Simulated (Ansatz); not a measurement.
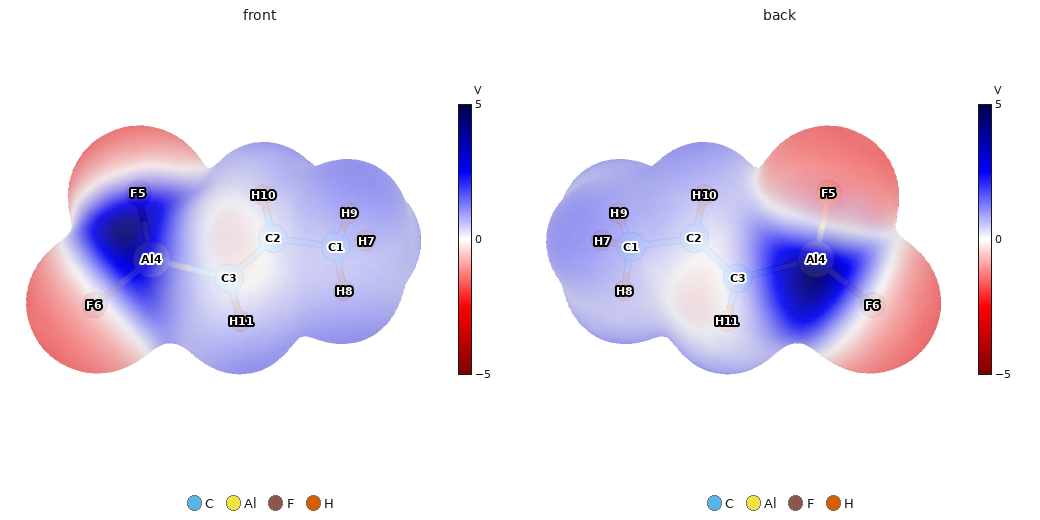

C3H5AlF2. The electrostatic potential painted on the density surface at 0.002 e/bohr³, seen from the front and from behind; red is negative and blue positive.

Geometry: B3LYP-D3(BJ)/def2-SVP.

These are results of Ansatz, isolated molecule in a Gaussian basis; Kohn-Sham density functional theory, functional PBE0, not measurements.

```xyz
11

C    -0.6411   -0.4881    1.2231
C    -1.4406   -1.4993    0.4607
C    -1.0159   -2.7192    0.0714
Al   -2.1906   -3.8726   -0.8995
F    -3.7295   -3.3530   -1.2509
F    -1.7768   -5.3894   -1.4300
H    -0.5614    0.4547    0.6540
H     0.3734   -0.8503    1.4468
H    -1.1417   -0.2320    2.1734
H    -2.4649   -1.1861    0.2110
H     0.0119   -3.0050    0.3349
```

### Where is the surface potential most negative and most positive?

The most negative region (about −1.3 V, or −30 kcal/mol for a unit charge) lies over F5 and F6, the most positive (about +4.2 V, or +97 kcal/mol for a unit charge) over Al4.

### What dipole moment does the calculation give?

Its dipole moment is 3.34 D.
